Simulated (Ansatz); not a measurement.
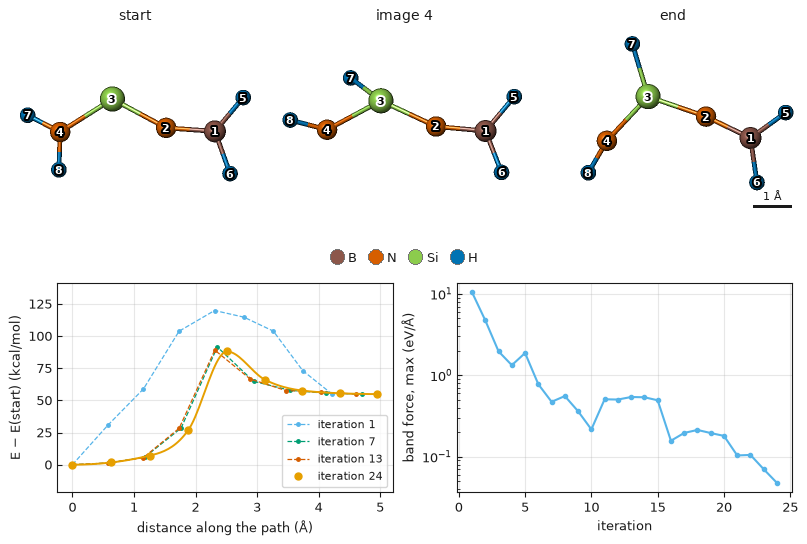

A search for the minimum-energy path of BSiN₂H₄ (charge +1) by the nudged elastic band. Images are numbered from 0 (start) to 8 (end). The plot follows the band through its iterations. The picture is a ball-and-stick view, seen at a tilt.

All numbers below come from Ansatz 0.2.0, UKS PBE0/6-31G. Settings: 7 movable images; climbing image; force threshold 0.05 eV/Å; iteration limit 42; starting path through a guess of the saddle point.

Question: Did the band converge, and can the barrier be trusted?

Answer: The result is final at these settings. The band converged in 24 iterations. The largest component of the band force went from 10 to 0.048 eV/Å. The climbing image converged on the top of the path. Its vibrational analysis gives one imaginary mode (1459i cm⁻¹), as a transition state must have. The first iteration put the highest image at 119.8 kcal/mol. The energy climbs by 88.0 kcal/mol to image 4 and then falls by 33.1 kcal/mol, so the end point sits at +54.9 kcal/mol.

The run took 16 min on 1 thread of Arm Neoverse N1 (shared host), peak memory 0.18 GiB.
